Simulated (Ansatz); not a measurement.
A computed series for TiO2: response to strain

Base system: TiO$_{2}$ in the anatase structure (space group I4_1/amd, No. 141).

```
TiO2
1.0
   -1.88489     1.88489     4.77584
    1.88489    -1.88489     4.77584
    1.88489     1.88489    -4.77584
Ti O
2 4
Direct
  0.75000   0.25000   0.50000
  0.00000   0.00000   0.00000
  0.54247   0.04247   0.50000
  0.79247   0.79247   0.00000
  0.20753   0.20753   0.00000
  0.95753   0.45753   0.50000
```

Cartesian axes are those of the cell as printed.

Strains are applied to the cell and any free atomic positions relax.

Computed with DFT with PBEsol, PAW potentials and a 420 eV plane-wave cutoff in Ansatz (an electronic-structure program), without spin-orbit coupling.

Notes on the quantities. energy relative to the base: free energy F.

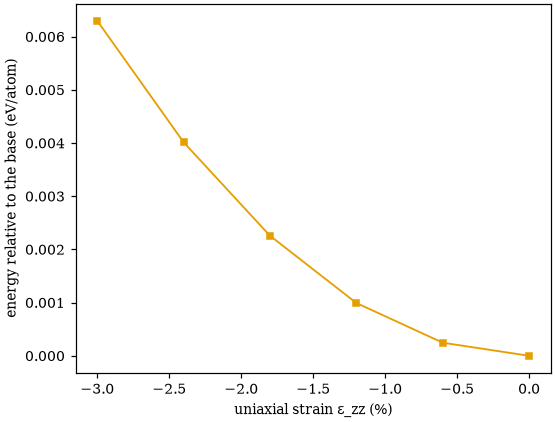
Figure: Energy relative to the base against uniaxial strain ε_zz

Task: From the plot, what is the energy relative to the base for uniaxial strain ε_zz = −1.20 %?

Result: About 0.0010 eV/atom.

Task: Is the trend monotonic over the range shown?

Result: Yes, it falls throughout, spanning 0 meV/atom to +6.3 meV/atom.

Stability against distortions was not tested. All final runs are without spin polarisation.
